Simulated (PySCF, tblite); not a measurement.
# C6H8AlF3: geometry, infrared bands, NMR shifts and electronic excitations, part 2 of 2

tblite 0.8.0 and PySCF 2.14.0. Atoms count from 0. Earlier steps stand in the parts before.

## Step 5: Nuclear shieldings: PBE0/pcSseg-1

What the job is given:

```
{"job": {"kind": "nmr", "xc": "PBE0", "basis": "pcSseg-1"}, "charge": 0, "multiplicity": 1}
F      1.448052     0.891547     1.790784
C      2.350515     0.539671     0.832131
F      3.541679     0.424447     1.341489
C      1.931018     0.357068    -0.419986
F      2.843444     0.001305    -1.331064
C      0.511939     0.465330    -0.791244
C     -0.201437    -0.905009    -0.938109
C     -1.663282    -0.827216    -0.474278
C     -1.761962    -0.217242     0.936748
Al    -0.511896     1.285751     0.725766
H      0.435869     1.051980    -1.723826
H     -0.137010    -1.292828    -1.968249
H      0.321997    -1.640421    -0.301016
H     -2.124701    -1.828631    -0.531594
H     -2.228278    -0.199786    -1.189878
H     -1.407551    -0.944265     1.690699
H     -2.796945     0.038961     1.212136
H     -0.575230     2.811717     1.156556
```

Method: GIAO PBE0/pcSseg-1 NMR shielding, non-relativistic, gas phase.

Log:

```text
coarse grid: 16360 points
cycle   1  E = -774.4185564606  dE =  1.464e+00  |g| = 8.128e-01  |ddm| = 3.943e+00
cycle   2  E = -774.2616369290  dE =  1.569e-01  |g| = 1.216e+00  |ddm| = 1.483e+00
cycle   3  E = -774.5513497284  dE = -2.897e-01  |g| = 1.100e-01  |ddm| = 9.699e-01
cycle   4  E = -774.5528829186  dE = -1.533e-03  |g| = 7.088e-02  |ddm| = 1.470e-01
cycle   5  E = -774.5539096912  dE = -1.027e-03  |g| = 1.173e-02  |ddm| = 6.726e-02
cycle   6  E = -774.5539310551  dE = -2.136e-05  |g| = 5.728e-03  |ddm| = 1.292e-02
cycle   7  E = -774.5539382746  dE = -7.220e-06  |g| = 8.311e-04  |ddm| = 5.013e-03
final grid: 156928 points
cycle   8  E = -774.6296936261  dE = -4.400e-05  |g| = 8.837e-03  |ddm| = 3.512e-02
cycle   9  E = -774.6296759938  dE =  1.763e-05  |g| = 1.280e-02  |ddm| = 1.796e-02
cycle  10  E = -774.6297123605  dE = -3.637e-05  |g| = 1.046e-03  |ddm| = 1.056e-02
cycle  11  E = -774.6297125383  dE = -1.778e-07  |g| = 3.400e-04  |ddm| = 9.950e-04
cycle  12  E = -774.6297125603  dE = -2.196e-08  |g| = 1.335e-04  |ddm| = 3.843e-04
cycle  13  E = -774.6297125643  dE = -3.989e-09  |g| = 3.461e-05  |ddm| = 1.480e-04
cycle  14  E = -774.6297125645  dE = -2.260e-10  |g| = 1.072e-05  |ddm| = 3.779e-05
converged SCF energy = -774.6297125645

GIAO shielding tensors (ppm)
atom      isotropic    diamagn.    paramagn.     s11        s22        s33       span
  0 F      322.121     476.655    -154.534    246.264    338.520    381.580    135.316
  1 C       19.513     251.778    -232.265    -40.758     43.070     56.227     96.985
  2 F      287.701     467.396    -179.695    262.097    291.959    309.046     46.949
  3 C       40.180     251.290    -211.110      2.592     44.219     73.730     71.138
  4 F      332.832     470.811    -137.979    251.999    339.097    407.399    155.400
  5 C      163.758     255.768     -92.010    147.779    165.672    177.822     30.043
  6 C      145.197     247.094    -101.897    127.924    147.782    159.886     31.963
  7 C      155.390     247.251     -91.861    139.982    156.701    169.487     29.505
  8 C      175.570     251.487     -75.916    160.167    176.902    189.643     29.476
  9 Al     314.905     795.801    -480.895    270.634    318.621    355.461     84.827
 10 H       30.045      30.828      -0.783     25.125     28.367     36.642     11.517
 11 H       28.543      30.399      -1.856     23.035     28.071     34.524     11.489
 12 H       30.211      31.432      -1.221     25.524     30.095     35.015      9.491
 13 H       29.029      29.229      -0.200     23.432     27.213     36.441     13.009
 14 H       30.278      30.576      -0.298     25.434     28.547     36.852     11.418
 15 H       31.245      30.461       0.784     27.497     28.233     38.005     10.508
 16 H       30.720      29.355       1.365     25.816     28.036     38.308     12.492
 17 H       26.156      28.279      -2.124     22.667     24.177     31.623      8.957
```

It took 83 s on 1 thread of Arm Neoverse N1, shared host; peak memory 1.1 GiB.

Shifts follow as δ = σ(reference) − σ, with reference shieldings (ppm) from runs at the same level and on the same kind of geometry: 1H TMS 31.27, 13C TMS 184.4, 19F CFCl3 177.2, 27Al AlH4- 489.3. The references are single molecules in the gas phase, so shifts against H2O, NH3, PH3, H3PO4 or CFCl3 are not on the usual liquid scales and can be off by tens of ppm. Shifts against hydride references such as AlH4− lie on their own scale.

| atoms | environment | σ (ppm) | δ (ppm) |
| --- | --- | --- | --- |
| C1 | fully substituted alkene carbon | 19.5 | 164.9 |
| C3 | fully substituted alkene carbon | 40.2 | 144.2 |
| C6 | sp3 CH2 in a ring | 145.2 | 39.2 |
| C7 | sp3 CH2 in a ring | 155.4 | 29.0 |
| C5 | allylic sp3 CH bonded to Al | 163.8 | 20.7 |
| C8 | sp3 CH2 bonded to Al | 175.6 | 8.8 |
| H17 | hydrogen on an aluminium bonded to 2 C, in a 5-membered ring | 26.16 | 5.11 |
| H11 | hydrogen on an sp3 CH2 in a ring | 28.54 | 2.72 |
| H13 | hydrogen on an sp3 CH2 in a ring | 29.03 | 2.24 |
| H10 | hydrogen on an allylic sp3 CH bonded to Al | 30.04 | 1.22 |
| H12 | hydrogen on an sp3 CH2 in a ring | 30.21 | 1.06 |
| H14 | hydrogen on an sp3 CH2 in a ring | 30.28 | 0.99 |
| H16 | hydrogen on an sp3 CH2 bonded to Al | 30.72 | 0.55 |
| H15 | hydrogen on an sp3 CH2 bonded to Al | 31.25 | 0.02 |
| F2 | vinylic fluorine | 287.7 | -110.5 |
| F0 | vinylic fluorine | 322.1 | -144.9 |
| F4 | vinylic fluorine | 332.8 | -155.6 |
| Al9 | aluminium bonded to 2 C, H, in a 5-membered ring | 314.9 | 174.4 |

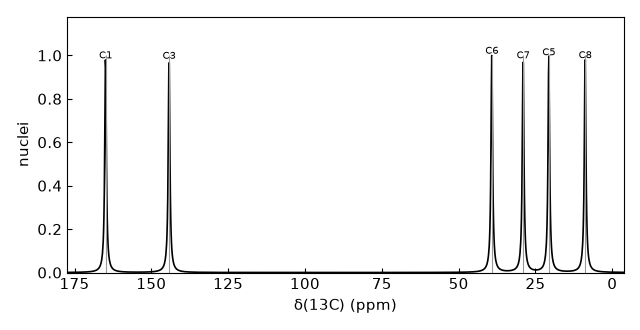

13C lines at the computed shifts, without couplings. Lines are broadened to a width of 0.62 ppm (Lorentzian).

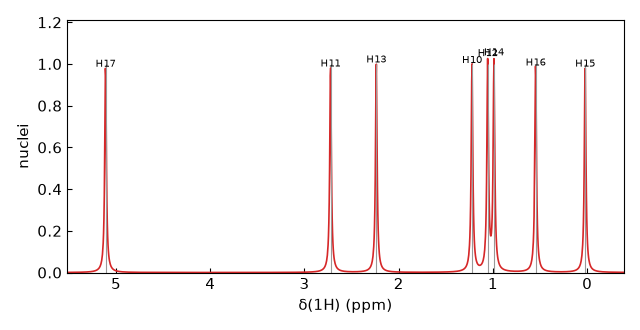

1H lines at the computed shifts, without couplings. Lines are broadened to a width of 0.02 ppm (Lorentzian).

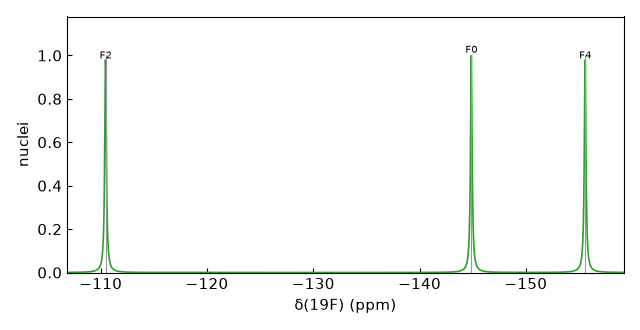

19F lines at the computed shifts, without couplings. Lines are broadened to a width of 0.18 ppm (Lorentzian).

The run also stored atomic charges by several schemes (e):

| atoms | Mulliken | IAO | Hirshfeld | ESP fit |
| --- | --- | --- | --- | --- |
| F0 | -0.30 | -0.22 | -0.01 | -0.09 |
| C1 | 0.52 | 0.45 | 0.13 | 0.28 |
| F2 | -0.21 | -0.21 | -0.05 | -0.10 |
| C3 | 0.20 | 0.23 | 0.05 | -0.09 |
| F4 | -0.26 | -0.26 | -0.08 | -0.11 |
| C5 | -0.62 | -0.49 | -0.18 | -0.18 |
| C6 | -0.15 | -0.24 | -0.07 | -0.02 |
| C7 | -0.24 | -0.24 | -0.07 | 0.01 |
| C8 | -0.59 | -0.62 | -0.22 | -0.24 |
| Al9 | 0.95 | 0.86 | 0.46 | 0.53 |

ESP fit charges:

F0 -0.09; C1 0.28; F2 -0.10; C3 -0.09; F4 -0.11; C5 -0.18; C6 -0.02; C7 0.01; C8 -0.24; Al9 0.53; H10 0.09; H11 0.01; H12 0.05; H13 0.00; H14 0.03; H15 0.04; H16 0.02; H17 -0.24

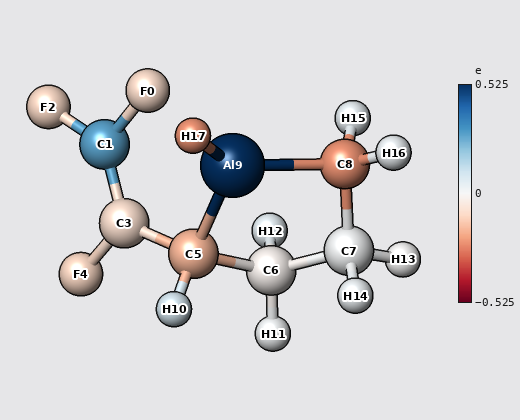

ESP fit charges, as colours on the atoms.

Mayer bond orders: F0–C1 0.82, C1–F2 1.03, C1–C3 1.75, C3–F4 0.96, C3–C5 1.08, C5–C6 0.94, C6–C7 1.03, C7–C8 1.00, C8–Al9 0.88, Al9–C5 0.71.

Ring of atoms C5, C6, C7, C8, Al9: NICS(0) -3.5, NICS(1) -3.2, NICS(1)zz -1.8 ppm (means of both faces).

## Step 6: TDDFT and polarisability: B3LYP/def2-SVPD

Same as in step 5 but for these lines:

```diff
@@ -1,2 +1,2 @@
-{"job": {"kind": "nmr", "xc": "PBE0", "basis": "pcSseg-1"}, "charge": 0, "multiplicity": 1}
+{"job": {"kind": "uv", "xc": "B3LYP", "basis": "def2-SVPD", "ip": true}, "charge": 0, "multiplicity": 1}
 F      1.448052     0.891547     1.790784
```

With the program's defaults for keys left out, this is: TDDFT B3LYP/def2-SVPD, vertical, gas phase, core orbitals frozen in the response.

Log:

```text
coarse grid: 16360 points
cycle   1  E = -774.6795074497  dE =  1.349e+00  |g| = 8.301e-01  |ddm| = 6.388e+00
cycle   2  E = -774.4501305785  dE =  2.294e-01  |g| = 1.327e+00  |ddm| = 2.709e+00
cycle   3  E = -774.8265323308  dE = -3.764e-01  |g| = 1.315e-01  |ddm| = 1.680e+00
cycle   4  E = -774.8289926063  dE = -2.460e-03  |g| = 8.446e-02  |ddm| = 2.953e-01
cycle   5  E = -774.8305103910  dE = -1.518e-03  |g| = 1.402e-02  |ddm| = 1.228e-01
cycle   6  E = -774.8305462235  dE = -3.583e-05  |g| = 6.799e-03  |ddm| = 3.436e-02
cycle   7  E = -774.8305568810  dE = -1.066e-05  |g| = 1.092e-03  |ddm| = 1.009e-02
cycle   8  E = -774.8305571027  dE = -2.217e-07  |g| = 3.848e-04  |ddm| = 2.659e-03
final grid: 156928 points
cycle   9  E = -774.9437359661  dE = -5.696e-05  |g| = 5.623e-03  |ddm| = 1.682e-01
cycle  10  E = -774.9437271788  dE =  8.787e-06  |g| = 8.629e-03  |ddm| = 1.807e-02
cycle  11  E = -774.9437429496  dE = -1.577e-05  |g| = 5.750e-04  |ddm| = 9.884e-03
cycle  12  E = -774.9437429999  dE = -5.034e-08  |g| = 2.598e-04  |ddm| = 1.248e-03
cycle  13  E = -774.9437430130  dE = -1.306e-08  |g| = 8.614e-05  |ddm| = 4.615e-04
cycle  14  E = -774.9437430146  dE = -1.659e-09  |g| = 2.886e-05  |ddm| = 2.068e-04
cycle  15  E = -774.9437430148  dE = -1.899e-10  |g| = 9.721e-06  |ddm| = 5.303e-05
converged SCF energy = -774.9437430148

Static polarisability (au): isotropic 96.727, principal 82.234 99.211 108.736

Singlet excitations
state   eV       nm        f      main configurations
  1   5.1846    239.1   0.00585   H->L 0.95
  2   5.6604    219.0   0.00087   H-1->L 0.91
  3   6.0126    206.2   0.01260   H-2->L 0.72, H->L+1 0.24
  4   6.1321    202.2   0.02937   H->L+1 0.64, H-2->L 0.22
  5   6.2465    198.5   0.00722   H->L+2 0.68, H->L+3 0.08, H-1->L+1 0.08
  6   6.3662    194.8   0.00829   H->L+3 0.73, H->L+2 0.10
  7   6.6510    186.4   0.01918   H-1->L+1 0.72, H-1->L+2 0.12, H->L+3 0.10
  8   6.7814    182.8   0.03350   H-1->L+3 0.40, H->L+4 0.33
  9   6.8903    179.9   0.00106   H-2->L+1 0.48, H-1->L+2 0.31, H-2->L+2 0.13
 10   6.9195    179.2   0.00193   H->L+4 0.53, H-1->L+3 0.41

Triplet excitations (Tamm-Dancoff, eV): 4.4453 4.9647 5.4186 5.7483
Vertical ionisation energy (delta-SCF) = 8.8691 eV
```

Wall time 16 min (1 thread of Arm Neoverse N1, shared host); peak memory 1.2 GiB.

Frontier orbitals and where they lie:

| orbital | eV | atoms |
| --- | --- | --- |
| HOMO−3 | -9.06 | C7 22 %, C6 17 %, H14 14 % |
| HOMO−2 | -7.82 | C5 22 %, Al9 18 %, H17 15 % |
| HOMO−1 | -7.40 | C8 22 %, C1 13 %, C3 13 % |
| HOMO | -6.95 | C5 17 %, C8 16 %, C1 13 % |
| LUMO | -0.76 | Al9 42 %, H17 11 %, F0 10 % |
| LUMO+1 | -0.04 | Al9 28 %, C1 16 %, C3 10 % |
| LUMO+2 | 0.18 | C3 24 %, C1 23 %, Al9 11 % |

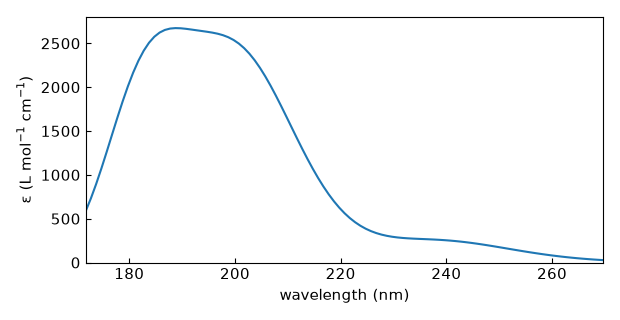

Absorption spectrum: each of the 10 states is a Gaussian band of 0.4 eV half-width at 1/e. Beyond the last state computed it falls off for lack of states.

Ground-state properties from the same run:

| property | computed |
| --- | --- |
| dipole moment (D) | 1.21 |
| polarisability (Å³) | 14.33 |
| HOMO–LUMO gap (eV) | 6.19 |
| −ε(HOMO) (eV) | 6.95 |

## Step 7: Summary of results

This closing draws on all 2 parts.

| quantity | value |
| --- | --- |
| strongest single infrared mode (GFN2-xTB) | 1852 cm⁻¹, 442 km/mol |
| zero-point energy (GFN2-xTB) | 77.0 kcal/mol |
| point group | C1 |
| rotational constants (main isotopes) | 1.85, 0.87, 0.67 GHz |
| 13C shifts against TMS (PBE0/pcSseg-1) | 164.9, 144.2, 39.2, 29.0, 20.7, 8.8 ppm |
| 1H shifts against TMS (PBE0/pcSseg-1) | 5.11, 2.72, 2.24, 1.22, 1.06, 0.99, 0.55, 0.02 ppm |
| 19F shifts against CFCl3 (PBE0/pcSseg-1) | -110.5, -144.9, -155.6 ppm |
| 27Al shifts against AlH4- (PBE0/pcSseg-1) | 174.4 ppm |
| lowest singlet (B3LYP/def2-SVPD) | 5.18 eV (239 nm), f = 0.006 |
| brightest single state of those computed | state 8, 6.78 eV, f = 0.034 |
| lowest triplet | 4.45 eV |
| vertical ionisation energy (ΔSCF) | 8.87 eV |

What this shows: Over 168 steps the energy fell by 1.191 eV; of the close pairs, F0–Al9 changed most, 4.266 to 2.134 Å (GFN2-xTB). No mode is imaginary among the 48: a minimum at this level. The strongest single mode, at 1852 cm⁻¹, moves mainly H17. Unscaled tight-binding wavenumbers are off by several per cent, some by more. Its intensities can rank the bands wrongly. Relaxing lowered the energy by 0.397 eV in 12 steps; the close pair that moved most is F0–Al9, from 2.161 to 2.265 Å (PBE0/def2-SVP). At PBE0/pcSseg-1: The largest span, 155 ppm, is at F4, where the paramagnetic term is -138 ppm. The first singlet state (HOMO→LUMO 0.95) lies at 5.18 eV and is weak; of the 10 states computed, the strongest absorption comes from state 8 at 6.78 eV. The lowest triplet lies 0.74 eV below the lowest singlet (triplets in Tamm-Dancoff, singlets in full TDDFT). ΔSCF puts the ionisation energy at 8.87 eV, 1.92 eV above −ε(HOMO).
